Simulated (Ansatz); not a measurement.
# Geometry relaxation of AlH$_{4}$O$_{2}$ (charge +1)

System: AlH$_{4}$O$_{2}$, charge +1, SMILES [OH][AlH][OH2+].
Method: RKS BHLYP/cc-pVDZ (Ansatz 0.2.0).

It belongs to a series of runs on one base structure; here: end point B relaxed. Figures and captions count atoms from 1; the log counts them from 0 in places.

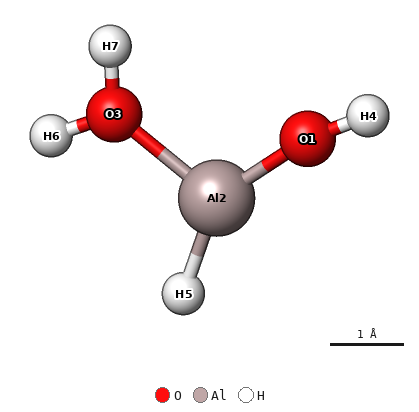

The input geometry (ball-and-stick view, seen at a tilt; atoms are numbered from 1 in the order of the input). Sticks mark near contacts.

Key numbers

- outcome: converged
- total energy: −10749.3470 eV
- mean-field energy: −10749.3470 eV
- largest force (length of the vector) at the end: 0.008 eV/Å
- hardware: 1 thread of Intel Xeon (Sapphire Rapids), 10 GiB of memory available, shared host
- wall time: 13 s
- peak memory: 0.14 GiB

The input
```yaml
crystal:
  periodic: [false, false, false]
  atoms:
    - { symbol: O, position_ang: [-1.23735, -1.00559, -0.41742] }
    - { symbol: Al, position_ang: [-0.06512, 0.05004, -0.76788] }
    - { symbol: O, position_ang: [0.73782, 0.51949, 0.8085] }
    - { symbol: H, position_ang: [-1.96059, -1.62637, -0.39506] }
    - { symbol: H, position_ang: [0.61445, 0.78985, -1.86368] }
    - { symbol: H, position_ang: [1.47399, 1.16114, 0.82488] }
    - { symbol: H, position_ang: [0.55622, 0.22289, 1.71664] }
total_charge: 1
basis:
  gaussian: { orbitals: cc-pVDZ }
hamiltonian:
  xc: { name: BHLYP }
relax:
  f_tol: 0.015
  max_steps: 40
```

Command:
```bash
ansatz run input.yaml --threads 1 --pin off --max-ram 2048MiB --backend cpu --events-out ev --progress --plain --runs-dir out
```

The program's output
```
The last accepted step is kept in [file] (removed where the run ends without a failure and the disk answers)
Engine: ansatz 0.2.0, x86_64-unknown-linux-gnu
Functional definition: BHLYP
  parameter a = 0.5
  exchange = (1 - a)*b88_x + a*exact_x
  correlation = lyp_c
694 factors; integrals over basis functions are off by at most 4.0e-4 eV
mean field evaluation 1: about -10735.0411 eV, gradient 9.1e1 eV
mean field evaluation 2: about -10723.4008 eV, gradient 1.2e2 eV
mean field evaluation 4: about -10749.1229 eV, gradient 6.1e0 eV
mean field evaluation 8: about -10749.1822 eV, gradient 7.2e-2 eV
mean field -10749.18217381 eV, -395.0251588300 hartree, gradient 1.1e-5 eV, S^2 0.000000; 0 other end points of the search recorded, 0 dependent functions left out
the calculation of the forces begins
reference -10749.18232410 eV, -395.0251643533 hartree; 16, 16 occupied and 50, 50 virtual orbitals, 694 factors
relax step   1: F+E_penalty+E_count = -10749.18217381 eV  Δ(F+E_penalty+E_count) = +0.000e0 eV  max|allowed force component| = 9.412e-1 eV/Å  Δτ_max = 0.0000 Å  (24 SCF iters, accepted)
these checks for a lower state are left out or cut short: starts, cluster_reference, orbital_swaps, neighbouring_geometries, increment
694 factors; integrals over basis functions are off by at most 4.0e-4 eV
mean field evaluation 16: about -10749.2356 eV, gradient 1.9e0 eV
mean field -10749.24273254 eV, -395.0273843224 hartree, gradient 2.3e-5 eV, S^2 0.000000; 0 other end points of the search recorded, 0 dependent functions left out
the calculation of the forces begins
reference -10749.24288325 eV, -395.0273898611 hartree; 16, 16 occupied and 50, 50 virtual orbitals, 694 factors
relax step   2: F+E_penalty+E_count = -10749.24273254 eV  Δ(F+E_penalty+E_count) = -6.056e-2 eV  max|allowed force component| = 5.295e-1 eV/Å  Δτ_max = 0.0485 Å  (23 SCF iters, accepted)
these checks for a lower state are left out or cut short: starts, cluster_reference, orbital_swaps, neighbouring_geometries, increment
694 factors; integrals over basis functions are off by at most 3.8e-4 eV
mean field -10749.27030864 eV, -395.0283977255 hartree, gradient 8.4e-6 eV, S^2 0.000000; 0 other end points of the search recorded, 0 dependent functions left out
the calculation of the forces begins
reference -10749.27045991 eV, -395.0284032846 hartree; 16, 16 occupied and 50, 50 virtual orbitals, 694 factors
relax step   3: F+E_penalty+E_count = -10749.27030864 eV  Δ(F+E_penalty+E_count) = -2.758e-2 eV  max|allowed force component| = 2.591e-1 eV/Å  Δτ_max = 0.0485 Å  (23 SCF iters, accepted)
these checks for a lower state are left out or cut short: starts, cluster_reference, orbital_swaps, neighbouring_geometries, increment
694 factors; integrals over basis functions are off by at most 3.5e-4 eV
mean field evaluation 32: about -10749.2948 eV, gradient 2.0e-5 eV
mean field -10749.29478490 eV, -395.0292972113 hartree, gradient 2.0e-5 eV, S^2 0.000000; 0 other end points of the search recorded, 0 dependent functions left out
the calculation of the forces begins
reference -10749.29493565 eV, -395.0293027512 hartree; 16, 16 occupied and 50, 50 virtual orbitals, 694 factors
relax step   4: F+E_penalty+E_count = -10749.29478490 eV  Δ(F+E_penalty+E_count) = -2.448e-2 eV  max|allowed force component| = 5.101e-1 eV/Å  Δτ_max = 0.0829 Å  (26 SCF iters, accepted)
these checks for a lower state are left out or cut short: starts, cluster_reference, orbital_swaps, neighbouring_geometries, increment
694 factors; integrals over basis functions are off by at most 3.2e-4 eV
mean field -10749.30785084 eV, -395.0297773757 hartree, gradient 1.6e-5 eV, S^2 0.000000; 0 other end points of the search recorded, 0 dependent functions left out
the calculation of the forces begins
reference -10749.30800107 eV, -395.0297828965 hartree; 16, 16 occupied and 50, 50 virtual orbitals, 694 factors
relax step   5: F+E_penalty+E_count = -10749.30785084 eV  Δ(F+E_penalty+E_count) = -1.307e-2 eV  max|allowed force component| = 6.396e-1 eV/Å  Δτ_max = 0.1580 Å  (27 SCF iters, accepted)
these checks for a lower state are left out or cut short: starts, cluster_reference, orbital_swaps, neighbouring_geometries, increment
694 factors; integrals over basis functions are off by at most 3.0e-4 eV
mean field -10749.21283939 eV, -395.0262857695 hartree, gradient 1.6e-5 eV, S^2 0.000000; 0 other end points of the search recorded, 0 dependent functions left out
the calculation of the forces begins
reference -10749.21298718 eV, -395.0262912006 hartree; 16, 16 occupied and 50, 50 virtual orbitals, 694 factors
relax step   6: F+E_penalty+E_count = -10749.21283939 eV  Δ(F+E_penalty+E_count) = +9.501e-2 eV  max|allowed force component| = 1.533e0 eV/Å  Δτ_max = 0.1999 Å  (26 SCF iters, rejected (line search))
these checks for a lower state are left out or cut short: starts, cluster_reference, orbital_swaps, neighbouring_geometries, increment
694 factors; integrals over basis functions are off by at most 3.3e-4 eV
mean field -10749.34323708 eV, -395.0310777963 hartree, gradient 2.7e-5 eV, S^2 0.000000; 0 other end points of the search recorded, 0 dependent functions left out
the calculation of the forces begins
reference -10749.34338700 eV, -395.0310833055 hartree; 16, 16 occupied and 50, 50 virtual orbitals, 694 factors
relax step   7: F+E_penalty+E_count = -10749.34323708 eV  Δ(F+E_penalty+E_count) = -3.539e-2 eV  max|allowed force component| = 2.217e-1 eV/Å  Δτ_max = 0.0969 Å  (23 SCF iters, accepted)
these checks for a lower state are left out or cut short: starts, cluster_reference, orbital_swaps, neighbouring_geometries, increment
694 factors; integrals over basis functions are off by at most 3.3e-4 eV
mean field -10749.34667540 eV, -395.0312041521 hartree, gradient 7.4e-6 eV, S^2 0.000000; 0 other end points of the search recorded, 0 dependent functions left out
the calculation of the forces begins
reference -10749.34682481 eV, -395.0312096427 hartree; 16, 16 occupied and 50, 50 virtual orbitals, 694 factors
relax step   8: F+E_penalty+E_count = -10749.34667540 eV  Δ(F+E_penalty+E_count) = -3.438e-3 eV  max|allowed force component| = 7.047e-2 eV/Å  Δτ_max = 0.0309 Å  (24 SCF iters, accepted)
these checks for a lower state are left out or cut short: starts, cluster_reference, orbital_swaps, neighbouring_geometries, increment
694 factors; integrals over basis functions are off by at most 3.3e-4 eV
mean field -10749.34685296 eV, -395.0312106773 hartree, gradient 7.0e-6 eV, S^2 0.000000; 0 other end points of the search recorded, 0 dependent functions left out
the calculation of the forces begins
reference -10749.34700235 eV, -395.0312161674 hartree; 16, 16 occupied and 50, 50 virtual orbitals, 694 factors
relax step   9: F+E_penalty+E_count = -10749.34685296 eV  Δ(F+E_penalty+E_count) = -1.776e-4 eV  max|allowed force component| = 5.912e-3 eV/Å  Δτ_max = 0.0075 Å  (21 SCF iters, accepted)
694 factors; integrals over basis functions are off by at most 3.3e-4 eV
mean field evaluation 64: about -10749.3469 eV, gradient 7.0e-6 eV
```

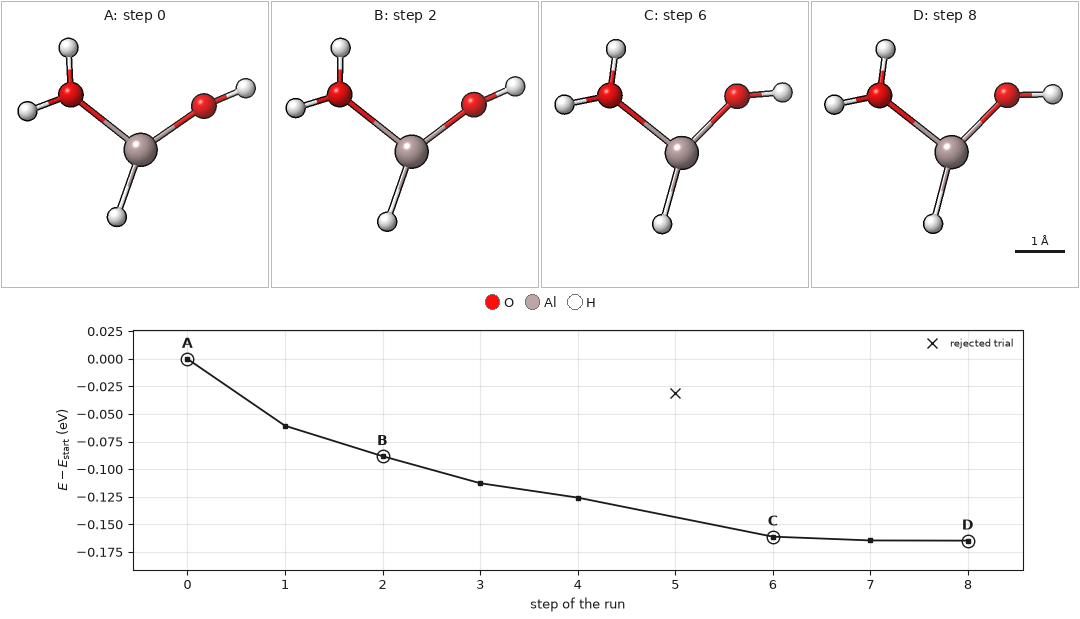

Frames of the relaxation (ball-and-stick view, seen at a tilt) above the curves, on which the letters mark them (the first geometry is step 0 here and step 1 in the log).

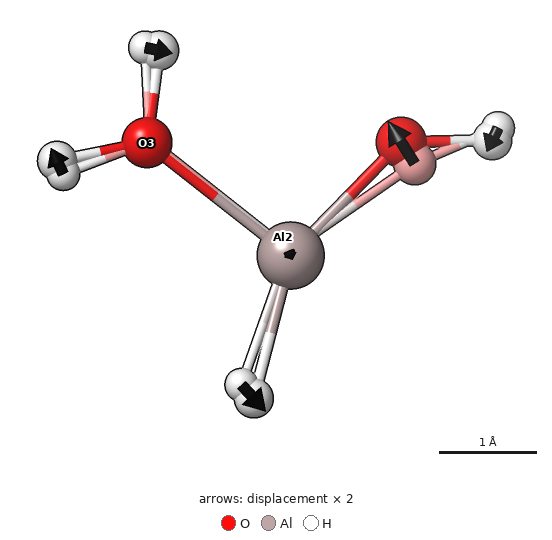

Start (faint) and end (solid) with the displacements as black arrows, magnified 2 times (ball-and-stick view, seen at a tilt). The two geometries are laid on each other by the best rigid fit. After 8 geometry steps the energy has fallen by 0.165 eV. The largest force component goes from 0.94 to 0.0059 eV/Å. The line search rejected the trial step at point 5 (counted from 0) and went back. The atom that moves furthest after the best rigid fit is O1 (0.26 Å). Largest moves by element: O 0.26 Å, H 0.19 Å, Al 0.05 Å. Distances before and after: Al2–O3 1.830 → 1.888 Å, Al2–H5 1.487 → 1.541 Å, O1–Al2 1.616 → 1.669 Å, O3–H6 0.977 → 0.965 Å. Among the angles that change: Al2–O1–H4 168.7° → 136.4°, O1–Al2–O3 107.4° → 96.8°, Al2–O3–H7 130.1° → 119.6°. (Atoms are counted from 1 in the order of the input.)

```
mean field -10749.34685296 eV, -395.0312106773 hartree, gradient 7.0e-6 eV, S^2 0.000000; 1 other end points of the search recorded, 0 dependent functions left out
the calculation of the forces begins
reference -10749.34700235 eV, -395.0312161674 hartree; 16, 16 occupied and 50, 50 virtual orbitals, 694 factors
Total energy: -10749.34700235 eV, -395.0312161674 hartree
Atom 0 at    -1.184585    -0.996692    -0.161740 Å, force    -0.005912    -0.004744    -0.002821 eV/Å
Atom 1 at    -0.069320     0.056219    -0.819126 Å, force    -0.000666    -0.000427    -0.000589 eV/Å
Atom 2 at     0.762612     0.540895     0.805035 Å, force    -0.002452    -0.001463    -0.004991 eV/Å
Atom 3 at    -1.886182    -1.553525    -0.490589 Å, force     0.005588     0.004288     0.003845 eV/Å
Atom 4 at     0.551860     0.764125    -2.039043 Å, force     0.001428     0.001277    -0.000458 eV/Å
Atom 5 at     1.494257     1.146037     0.975415 Å, force    -0.003419    -0.003618     0.004880 eV/Å
Atom 6 at     0.450778     0.154391     1.636028 Å, force     0.005432     0.004687     0.000134 eV/Å
Dipole moment:     0.426076     0.337138     0.206278 e Å
```

Trajectory as extended XYZ (Å, eV, eV/Å), 9 frames, from step=1 to step=9
```
7
Properties=species:S:1:pos:R:3:forces:R:3 step=1 energy=-10749.18217
O    -1.2373   -1.0056   -0.4174   -0.8630  -0.8061   0.4516
Al   -0.0651    0.0500   -0.7679   -0.2944  -0.1929  -0.4018
O     0.7378    0.5195    0.8085    0.8700   0.6160   0.9412
H    -1.9606   -1.6264   -0.3951    0.2283   0.2087  -0.1115
H     0.6145    0.7899   -1.8637    0.4614   0.4955  -0.6975
H     1.4740    1.1611    0.8249   -0.3445  -0.3222   0.1156
H     0.5562    0.2229    1.7166   -0.0577   0.0011  -0.2976
7
Properties=species:S:1:pos:R:3:forces:R:3 step=2 energy=-10749.24273
O    -1.2452   -1.0126   -0.4071   -0.2910  -0.3027   0.3628
Al   -0.0704    0.0498   -0.7803   -0.1270  -0.0358  -0.5295
O     0.7454    0.5244    0.8156    0.4646   0.3310   0.4902
H    -1.9622   -1.6336   -0.3808    0.0199   0.0340  -0.1175
H     0.6266    0.8077   -1.9071    0.1216   0.1291  -0.1609
H     1.4801    1.1562    0.8527   -0.1080  -0.1070   0.0769
H     0.5452    0.2194    1.7129   -0.0800  -0.0486  -0.1219
7
Properties=species:S:1:pos:R:3:forces:R:3 step=3 energy=-10749.27031
O    -1.2439   -1.0171   -0.3911    0.1280   0.0744   0.2591
Al   -0.0729    0.0517   -0.8103   -0.0700  -0.0301  -0.2188
O     0.7563    0.5322    0.8208    0.0768   0.0629   0.0378
H    -1.9616   -1.6352   -0.3576   -0.0423  -0.0177  -0.1359
H     0.6299    0.8196   -1.9540   -0.0391  -0.0445   0.0787
H     1.4903    1.1552    0.8980    0.0005  -0.0071   0.0439
H     0.5213    0.2050    1.7003   -0.0539  -0.0379  -0.0648
7
Properties=species:S:1:pos:R:3:forces:R:3 step=4 energy=-10749.29479
O    -1.2288   -1.0122   -0.3098    0.5101   0.3952   0.3013
Al   -0.0756    0.0513   -0.8232   -0.1075  -0.1085   0.1227
O     0.7810    0.5567    0.8012   -0.2484  -0.1875  -0.1830
H    -1.9458   -1.6192   -0.3954   -0.2955  -0.2295  -0.1764
H     0.5980    0.7943   -1.9707    0.0923   0.1119  -0.2321
H     1.5107    1.1615    0.9700    0.0979   0.0952  -0.0784
H     0.4800    0.1791    1.6340   -0.0489  -0.0768   0.2458
7
Properties=species:S:1:pos:R:3:forces:R:3 step=5 energy=-10749.30785
O    -1.1710   -0.9789   -0.1666   -0.3864  -0.3220  -0.1963
Al   -0.0646    0.0669   -0.8624   -0.0721  -0.1296   0.5048
O     0.7843    0.5627    0.7807   -0.1756  -0.2027   0.3647
H    -1.8938   -1.5762   -0.4104    0.6396   0.5461   0.1255
H     0.5588    0.7729   -2.0575    0.0874   0.1140  -0.2858
H     1.5107    1.1457    1.0634   -0.3497  -0.2600  -0.2757
H     0.3950    0.1183    1.5589    0.2568   0.2542  -0.2372
7
Properties=species:S:1:pos:R:3:forces:R:3 step=6 energy=-10749.21284 accepted=F
O    -1.1716   -1.0032   -0.0738   -0.9207  -0.7812  -0.0097
Al   -0.1328    0.0063   -0.8487    1.5327   1.2985   0.0923
O     0.7312    0.5171    0.7882   -0.1246  -0.0241  -0.5785
H    -1.8432   -1.5078   -0.5224   -0.3685  -0.3548   0.2186
H     0.6197    0.8085   -1.9453   -0.2646  -0.2083  -0.1077
H     1.4634    1.1359    0.8693    0.0428  -0.0064   0.2982
H     0.4526    0.1547    1.6386    0.1029   0.0763   0.0869
7
Properties=species:S:1:pos:R:3:forces:R:3 step=7 energy=-10749.34324
O    -1.1808   -0.9914   -0.1797   -0.0273  -0.0313   0.0572
Al   -0.0691    0.0584   -0.8364    0.0365   0.0126   0.1412
O     0.7574    0.5365    0.8017    0.1046   0.0671   0.1631
H    -1.8920   -1.5632   -0.4541   -0.0048   0.0028  -0.0532
H     0.5678    0.7779   -2.0370    0.0108   0.0161  -0.0520
H     1.4921    1.1445    0.9749   -0.1890  -0.1581  -0.0345
H     0.4442    0.1486    1.6367    0.0692   0.0908  -0.2217
7
Properties=species:S:1:pos:R:3:forces:R:3 step=8 energy=-10749.34668
O    -1.1847   -0.9969   -0.1619    0.0705   0.0616  -0.0058
Al   -0.0696    0.0565   -0.8224   -0.0414  -0.0398   0.0277
O     0.7610    0.5400    0.8016    0.0307   0.0192   0.0516
H    -1.8871   -1.5553   -0.4835   -0.0318  -0.0241  -0.0229
H     0.5574    0.7685   -2.0364   -0.0036  -0.0011  -0.0137
H     1.4928    1.1448    0.9754   -0.0192  -0.0138  -0.0194
H     0.4496    0.1539    1.6332   -0.0051  -0.0020  -0.0175
7
Properties=species:S:1:pos:R:3:forces:R:3 step=9 energy=-10749.34685
O    -1.1846   -0.9967   -0.1617   -0.0059  -0.0047  -0.0028
Al   -0.0693    0.0562   -0.8191   -0.0007  -0.0004  -0.0006
O     0.7626    0.5409    0.8050   -0.0025  -0.0015  -0.0050
H    -1.8862   -1.5535   -0.4906    0.0056   0.0043   0.0038
H     0.5519    0.7641   -2.0390    0.0014   0.0013  -0.0005
H     1.4943    1.1460    0.9754   -0.0034  -0.0036   0.0049
H     0.4508    0.1544    1.6360    0.0054   0.0047   0.0001
```
